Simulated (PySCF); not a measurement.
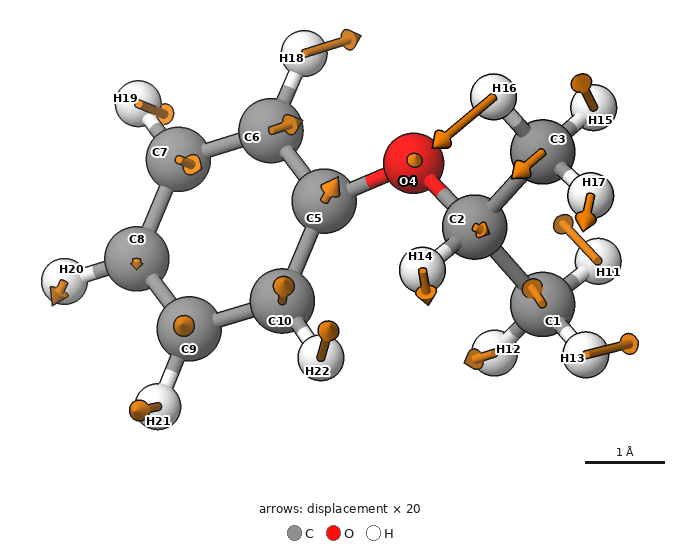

This is a relaxation of C9H12O. The starting structure is drawn; orange arrows show the displacements, 20 times their true length. The two geometries are superimposed by the best rigid fit.

A ball-and-stick model, seen from a free direction.

The start comes from GFN2-xTB.

The calculation used PySCF 2.14.0, density-fitted response routines, PBE0-D3(BJ)/def2-SVP geometry optimisation, gas phase. 

**Describe the change and its energy.**

H11 moves most after the best rigid fit: 0.074 Å. Largest moves by element: H 0.074 Å, C 0.040 Å, O 0.012 Å. Near-neighbour distances that change, for instance: C1–H11 1.087 → 1.101 Å, C10–H22 1.079 → 1.090 Å, C2–C3 1.526 → 1.515 Å, O4–C5 1.359 → 1.349 Å. After 4 geometry steps the energy has fallen by 5.68 kJ/mol. The largest force component goes from 0.71 to 0.015 eV/Å. The run took roughly 110 core-seconds on a shared host.
